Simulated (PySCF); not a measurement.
# 2-amino-1-fluorobenzene: NMR shifts at several levels of theory, part 2 of 2

PySCF 2.14.0. Atoms count from 0. The steps go on from the part before.

### Step 8. NMR shieldings: PBE0/pcSseg-0

The job: settings as JSON, then the geometry in Å.

```
{"job": {"kind": "nmr", "xc": "PBE0", "basis": "pcSseg-0", "pop": true}, "charge": 0, "multiplicity": 1}
N     -2.405842    -0.086205     0.094754
C     -1.029633    -0.067102     0.083072
C     -0.237987    -1.142766     0.510867
C      1.152176    -1.088955     0.428913
C      1.792872     0.037559    -0.081858
C      1.024822     1.122871    -0.509812
C     -0.352686     1.054996    -0.422891
F     -1.105101     2.096021    -0.819033
H     -2.857619     0.815924     0.024991
H     -2.844954    -0.722671     0.745265
H     -0.730749    -2.033897     0.908538
H      1.739432    -1.944368     0.770512
H      2.881519     0.079249    -0.146364
H      1.479571     2.030707    -0.911038
```

Level: GIAO PBE0/pcSseg-0 NMR shielding, non-relativistic, gas phase.

The log of the run:

```text
coarse grid: 12384 points
cycle   1  E = -385.5458901057  dE =  1.360e+00  |g| = 4.586e-01  |ddm| = 4.204e+00
cycle   2  E = -385.5108833279  dE =  3.501e-02  |g| = 6.307e-01  |ddm| = 1.191e+00
cycle   3  E = -385.5925403939  dE = -8.166e-02  |g| = 6.900e-02  |ddm| = 6.817e-01
cycle   4  E = -385.5935883399  dE = -1.048e-03  |g| = 3.495e-02  |ddm| = 1.394e-01
cycle   5  E = -385.5938980646  dE = -3.097e-04  |g| = 1.054e-02  |ddm| = 5.232e-02
cycle   6  E = -385.5939269609  dE = -2.890e-05  |g| = 1.312e-03  |ddm| = 1.409e-02
cycle   7  E = -385.5939272063  dE = -2.455e-07  |g| = 8.847e-04  |ddm| = 2.481e-03
final grid: 122080 points
cycle   8  E = -385.5398178541  dE = -2.179e-05  |g| = 4.263e-03  |ddm| = 2.447e-02
cycle   9  E = -385.5398185032  dE = -6.491e-07  |g| = 3.962e-03  |ddm| = 8.957e-03
cycle  10  E = -385.5398223121  dE = -3.809e-06  |g| = 7.867e-04  |ddm| = 4.631e-03
cycle  11  E = -385.5398224632  dE = -1.511e-07  |g| = 1.108e-04  |ddm| = 1.069e-03
cycle  12  E = -385.5398224655  dE = -2.273e-09  |g| = 7.564e-05  |ddm| = 2.266e-04
cycle  13  E = -385.5398224669  dE = -1.378e-09  |g| = 6.324e-06  |ddm| = 8.882e-05
cycle  14  E = -385.5398224669  dE = -7.276e-12  |g| = 4.037e-06  |ddm| = 1.231e-05
converged SCF energy = -385.5398224669

GIAO shielding tensors (ppm)
atom      isotropic    diamagn.    paramagn.     s11        s22        s33       span
  0 N      203.954     319.811    -115.857    169.446    200.222    242.194     72.748
  1 C       48.544     263.639    -215.095    -24.950      9.899    160.684    185.634
  2 C       70.525     256.565    -186.040    -15.779     57.662    169.693    185.471
  3 C       59.026     259.260    -200.234    -50.858     41.804    186.130    236.988
  4 C       67.645     260.260    -192.615    -32.614     51.476    184.072    216.685
  5 C       66.531     258.753    -192.223    -23.270     47.981    174.881    198.151
  6 C       29.232     254.930    -225.698    -37.054     33.549     91.200    128.254
  7 F      334.593     468.918    -134.325    247.590    301.368    454.821    207.231
  8 H       29.996      30.921      -0.925     21.644     30.213     38.132     16.488
  9 H       30.494      30.419       0.075     23.161     28.437     39.884     16.724
 10 H       26.311      30.309      -3.998     22.612     27.125     29.194      6.583
 11 H       25.896      29.025      -3.129     23.102     27.024     27.561      4.458
 12 H       26.240      28.858      -2.618     23.307     27.307     28.105      4.799
 13 H       25.932      29.025      -3.093     23.026     26.283     28.487      5.461
```

Run time: 7.3 s. Hardware: 1 thread, shared host.

This run: δ C6 164.3, C1 145.0, C3 134.5, C5 127.0, H11 6.94, H13 6.90 ppm.

### Step 9. Side by side: NMR shifts

Shifts (ppm) of some atoms, chosen among heavy atoms and hydrogens apart, means over like atoms, with basis size and wall time (the measured row can stand on another reference than the computed rows):

| run | C6 | C1 | C3 | C5 | H12 | H8 | F7 | functions | time |
| --- | --- | --- | --- | --- | --- | --- | --- | --- | --- |
| PBE0/def2-SVP | 148.6 | 132.9 | 122.0 | 113.5 | 6.37 | 2.82 | -127.2 | 142 | 13 s |
| PBE0/def2-TZVP | 157.7 | 141.0 | 129.2 | 119.6 | 6.77 | 3.19 | -143.9 | 284 | 41 s |
| PBE0/cc-pVDZ | 148.9 | 134.9 | 123.6 | 115.1 | 6.49 | 2.80 | -135.8 | 142 | 14 s |
| PBE0/cc-pVTZ | 156.3 | 139.6 | 128.5 | 118.8 | 6.74 | 3.30 | -141.4 | 324 | 49 s |
| PBE0/aug-cc-pVDZ | 148.8 | 134.3 | 123.2 | 113.8 | 6.80 | 3.46 | -137.8 | 238 | 31 s |
| PBE0/pcSseg-0 | 164.3 | 145.0 | 134.5 | 127.0 | 6.59 | 2.59 | -156.2 | 84 | 7.3 s |
| measured | 151.9 | – | – | – | – | – | -135.9 | – | – |

Measured: solution, CDCl3; Viesser, Ducati, Tormena, Autschbach, PCCP 2018 (ESI); G. Saielli, R. Bini, A. Bagno, Computational 19F NMR. 2. Organic compounds, RSC Adv. 2014, ESI (exp. from Berger-Braun-Kalinowski 1994 and Everett 1995).

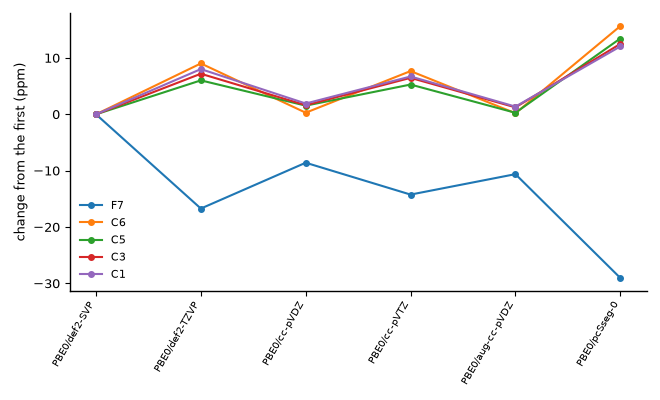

How five of the tabulated atoms move from run to run.

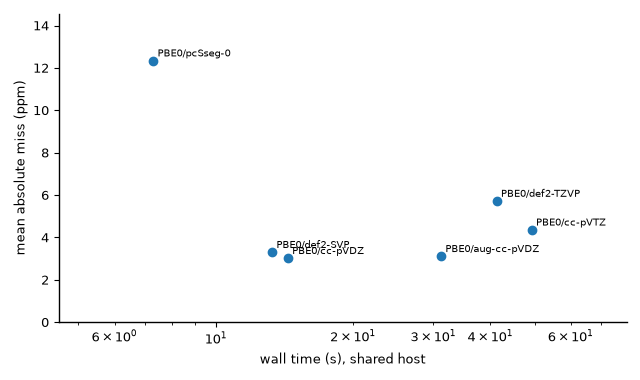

Cost against miss for the one measured 13C shift.

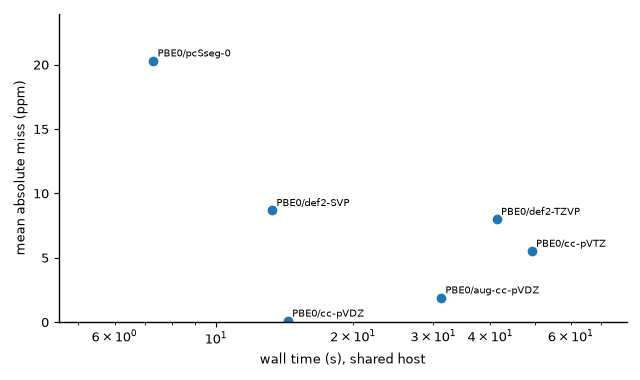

Cost against miss for the one measured 19F shift.

### Step 10. Outcome

What follows sums up all 2 parts.

| quantity | value |
| --- | --- |
| point group | C1 |
| rotational constants (main isotopes) | 3.33, 2.22, 1.33 GHz |
| 13C shifts against TMS (PBE0/def2-SVP) | 148.6, 132.9, 122.0, 113.9, 113.5, 111.4 ppm |
| 1H shifts against TMS (PBE0/def2-SVP, means over atoms taken as alike) | 6.79, 6.73, 6.40, 6.37, 2.82 ppm |
| 15N shifts against NH3 (PBE0/def2-SVP) | 57.1 ppm |
| 19F shifts against CFCl3 (PBE0/def2-SVP) | -127.2 ppm |
| measured, and computed on the same scale | C6 δ 151.9, 148.6; F7 δ -135.9, -127.2 ppm |
| range of the shift of F7 | -156.2 to -127.2 ppm |

Single values in the summary come from the first run of each kind that ended normally (PBE0/def2-SVP), which need not be the best level. Over 4 steps the energy fell by 0.038 eV; of the close pairs, C6–F7 changed most, 1.362 to 1.344 Å. At PBE0/def2-SVP: Shielding is most anisotropic at C3 (span 215 ppm, paramagnetic term -180 ppm). The one measured 13C shift is missed by -3.3 ppm (computed less measured, unscaled). The one measured 19F shift is missed by +8.7 ppm (computed less measured, unscaled). Vibration, temperature and solvent are missing from the calculation, and it holds one conformer, so part of the miss against the measured shifts is not the functional's. For the one measured 13C shift, PBE0/cc-pVDZ misses least (3.0 ppm, 14 s) and PBE0/pcSseg-0 most (12.3 ppm, 7.3 s). For the one measured 19F shift, PBE0/cc-pVDZ misses least (0.11 ppm, 14 s) and PBE0/pcSseg-0 most (20.32 ppm, 7.3 s). One molecule ranks no method: errors cancel, and vibration and temperature are missing from all runs.
